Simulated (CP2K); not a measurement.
**SiH2S2 (SMILES S[Si]S) at MNDO**

What is the vertical electron affinity of SiH2S2 at MNDO? 

Program for the calculation: CP2K 2026.2.

6 further runs of the same task are left out: 1 that didn't finish, 5 set aside as unsound or not needed.

### 1 The molecule

SiH2S2 has 5 atoms, charge 0, and is taken as a singlet. As SMILES, `S[Si]S`. The shape is that of a PBE0-D4/def2-TZVP optimisation. This is one conformer, not always the lowest.

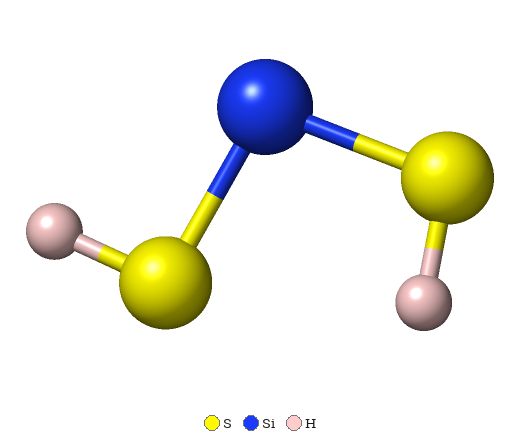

Viewed from a chosen angle; sulfur yellow, silicon blue, hydrogen pink.

### 2 Energy and forces at MNDO

run.inp reads:

```
&FORCE_EVAL
    METHOD Quickstep
    &DFT
        &QS
            METHOD MNDO
            EPS_DEFAULT 1.0E-10
            &SE
                &COULOMB
                    CUTOFF [angstrom] 50
                    RC_RANGE [angstrom] 0
                &END COULOMB
                &EXCHANGE
                    CUTOFF [angstrom] 50
                    RC_RANGE [angstrom] 0
                &END EXCHANGE
            &END SE
        &END QS
        &POISSON
            PERIODIC NONE
            POISSON_SOLVER ANALYTIC
        &END POISSON
        &SCF
            SCF_GUESS ATOMIC
            EPS_SCF 1.0E-07
            MAX_SCF 80
            ADDED_MOS 8
            &DIAGONALIZATION
                ALGORITHM STANDARD
            &END DIAGONALIZATION
            &MIXING
                METHOD DIRECT_P_MIXING
                ALPHA 0.4
            &END MIXING
        &END SCF
        &PRINT
            &MOMENTS
                PERIODIC F
                REFERENCE COM
                MAX_MOMENT 1
            &END MOMENTS
            &MO ON
                ENERGIES T
                OCCUPATION_NUMBERS T
                NDIGITS 6
                &EACH
                    QS_SCF 0
                &END EACH
                ADD_LAST NUMERIC
            &END MO
            &HIRSHFELD OFF
            &END HIRSHFELD
        &END PRINT
    &END DFT
    &SUBSYS
        &CELL
            ABC 15.8 14.2 13.6
            PERIODIC NONE
        &END CELL
        &COORD
            S     -0.640700    -1.023800    -0.541200
            Si    -0.655200     0.968900     0.237800
            S      1.426500     1.117300     0.734200
            H     -1.954700    -1.042200    -0.825100
            H      1.874100    -0.093900     0.352900
        &END COORD
        &TOPOLOGY
            &CENTER_COORDINATES
            &END CENTER_COORDINATES
        &END TOPOLOGY
    &END SUBSYS
    &PRINT
        &FORCES ON
        &END FORCES
    &END PRINT
&END FORCE_EVAL
&GLOBAL
    PROJECT run
    RUN_TYPE ENERGY_FORCE
    PRINT_LEVEL MEDIUM
&END GLOBAL
```

Command:

```
$ OMP_NUM_THREADS=1 cp2k.psmp -i run.inp -o run.out
```

The log of the run:

```text
CP2K| version string:                                       CP2K version 2026.2
[...]
 GLOBAL| Method name                                                        CP2K
[...]
 GLOBAL| Run type                                                   ENERGY_FORCE
[...]
 *** WARNING in qs_environment.F:2210 :: More added MOs requested than     ***
 *** available. The full set of unoccupied MOs will be used. Use           ***
 *** 'ADDED_MOS -1' to always use all available MOs and to get rid of this ***
[...]
                             - Atoms:                                          5
[...]
                             - Spherical basis functions:                     14
[...]
 Number of electrons:                                                         18
[...]
     1 P_Mix/Diag. 0.40E+00    0.0     0.91061699       -18.6217717463 -1.86E+01
[...]
    22 DIIS/Diag.  0.46E-07    0.0     0.00000006       -20.9956211018 -1.78E-14
  *** SCF run converged in    22 steps ***
  Core-core repulsion energy [eV]:                            627.08819727941750
  Core Hamiltonian energy [eV]:                              -947.31515231889250
  Two-electron integral energy [eV]:                         -502.18590013793749
  Electronic energy [eV]:                                   -1198.40810238786116
  Total energy [eV]:                                         -571.31990510844378
  Atomic reference energy [eV]:                               573.65445423298070
  Heat of formation [kcal/mol]:                                53.83598601771745
[...]
 SE_DIPOLE| Moment [Debye]          3.14860881      -1.02714398       0.25987433
 SE_DIPOLE| Derivative [a.u.]       0.00000000       0.00000000       0.00000000
 ENERGY| Total FORCE_EVAL ( QS ) energy [hartree]            -20.995621101820245
 FORCES| Atomic forces [hartree/bohr]
 FORCES|   Atom     x               y               z               |f|
 FORCES|      1 -3.73627793E-02  3.11726817E-02  4.36649565E-03   4.88546788E-02
 FORCES|      2  3.77638949E-02 -1.97616713E-02  1.94151536E-04   4.26224484E-02
 FORCES|      3 -2.56272090E-02 -3.15261816E-02 -1.77714806E-02   4.43450053E-02
 FORCES|      4  2.86247306E-02 -8.09479899E-03  2.85069213E-03   2.98835643E-02
 FORCES|      5 -3.39863719E-03  2.82099702E-02  1.03601413E-02   3.02437709E-02
 FORCES| Sum     2.22044605E-16 -1.24900090E-16  6.24500451E-17
 FORCES| Total atomic force                                       2.62304875E-16
[...]
```

It took 0.42 s on 1 thread of Arm Neoverse N1, shared host; peak memory 0.14 GiB.

### 3 The doublet anion at the same level

job.inp reads:

```
&global
    project job
    run_type ENERGY_FORCE
    print_level MEDIUM
&end global

&force_eval
    method Quickstep
    &dft
        charge -1
        multiplicity 2
        uks T
        ! Quickstep
        &qs
            method MNDO
            eps_default 1.0E-10
            &se
                &coulomb
                    cutoff [angstrom] 50
                    rc_range [angstrom] 0
                &end coulomb
                &exchange
                    cutoff [angstrom] 50
                    rc_range [angstrom] 0
                &end exchange
            &end se
        &end qs
        &poisson
            periodic NONE
            poisson_solver ANALYTIC
        &end poisson
        &scf
            scf_guess ATOMIC
            eps_scf 1.0E-07
            max_scf 150
            &diagonalization
                algorithm STANDARD
            &end diagonalization
            &mixing
                method DIRECT_P_MIXING
                alpha 0.4
            &end mixing
        &end scf
        ! extra output
        &print
            &moments
                periodic F
                reference COM
                max_moment 1
            &end moments
            &mo ON
                energies T
                occupation_numbers T
                ndigits 6
                &each
                    qs_scf 0
                &end each
                add_last NUMERIC
            &end mo
            &hirshfeld OFF
            &end hirshfeld
        &end print
    &end dft
    &subsys
        ! box in angstrom
        &cell
            abc 15.8 14.2 13.6
            periodic NONE
        &end cell
        &coord
            S     -0.640700    -1.023800    -0.541200
            Si    -0.655200     0.968900     0.237800
            S      1.426500     1.117300     0.734200
            H     -1.954700    -1.042200    -0.825100
            H      1.874100    -0.093900     0.352900
        &end coord
        &topology
            &center_coordinates
            &end center_coordinates
        &end topology
    &end subsys
    &print
        &forces ON
        &end forces
    &end print
&end force_eval
```

Command:

```
$ OMP_NUM_THREADS=1 cp2k.psmp -i job.inp -o job.out
```

The log of the run:

```text
CP2K| version string:                                       CP2K version 2026.2
[...]
 GLOBAL| Method name                                                        CP2K
[...]
 GLOBAL| Run type                                                   ENERGY_FORCE
[...]
                             - Atoms:                                          5
[...]
                             - Spherical basis functions:                     14
[...]
 Number of electrons:                                                         10
[...]
     1 P_Mix/Diag. 0.40E+00    0.0     0.48239605       -18.8344077347 -1.88E+01
[...]
    60 DIIS/Diag.  0.66E-07    0.0     0.00000010       -21.0408481234 -9.95E-14
  *** SCF run converged in    60 steps ***
  Core-core repulsion energy [eV]:                            627.08819727941750
  Core Hamiltonian energy [eV]:                              -971.16440498354098
  Two-electron integral energy [eV]:                         -456.94877449933688
  Electronic energy [eV]:                                   -1199.63879223320919
  Total energy [eV]:                                         -572.55059495379180
  Atomic reference energy [eV]:                               573.65445423298070
  Heat of formation [kcal/mol]:                                25.45560172426243
[...]
 SE_DIPOLE| Moment [Debye]         -0.20705783       1.67270916       0.61309789
 SE_DIPOLE| Derivative [a.u.]       0.00000000       0.00000000       0.00000000
 ENERGY| Total FORCE_EVAL ( QS ) energy [hartree]            -21.040848123416708
 FORCES| Atomic forces [hartree/bohr]
 FORCES|   Atom     x               y               z               |f|
 FORCES|      1 -3.56568469E-02  1.87168671E-02 -1.61997923E-04   4.02710577E-02
 FORCES|      2  2.75097703E-02 -1.42436747E-02  2.00718697E-04   3.09791869E-02
 FORCES|      3 -1.35777278E-02 -2.71855139E-02 -1.35309290E-02   3.32639880E-02
 FORCES|      4  2.83938433E-02 -4.67454137E-03  4.14408635E-03   2.90729277E-02
 FORCES|      5 -6.66903902E-03  2.73868629E-02  9.34812184E-03   2.96968639E-02
 FORCES| Sum     1.11022302E-16 -2.77555756E-17  6.24500451E-17
 FORCES| Total atomic force                                       1.30369980E-16
[...]
```

It took 0.54 s on 1 thread of Arm Neoverse N1, shared host; peak memory 0.14 GiB.

### 4 Outcome

Level: MNDO.

| quantity | value |
| --- | --- |
| singlet SiH2S2: total energy | -20.99562 Eh |
| singlet SiH2S2: dipole moment | 3.32 D |
| singlet SiH2S2: HOMO energy | -8.96 eV |
| singlet SiH2S2: LUMO energy | -1.05 eV |
| singlet SiH2S2: HOMO–LUMO gap | 7.91 eV |
| singlet SiH2S2: heat of formation at this unrelaxed shape | 53.8 kcal/mol |
| singlet SiH2S2: largest force on an atom | 2.512 eV/Å |
| doublet anion: total energy | -21.04085 Eh |
| doublet anion: HOMO energy (highest over α and β) | -1.42 eV |
| doublet anion: heat of formation at this unrelaxed shape | 25.5 kcal/mol |
| doublet anion: largest force on an atom | 2.071 eV/Å |
| vertical electron affinity (to the doublet anion) | 1.231 eV |

What this shows: At fixed nuclei the extra electron is bound by 1.23 eV (28 kcal/mol). The largest force (singlet SiH2S2) is 2.51 eV/Å: the shape isn't a stationary point for this species at this level. A minimal valence basis can't be trusted even for the sign of an electron affinity.
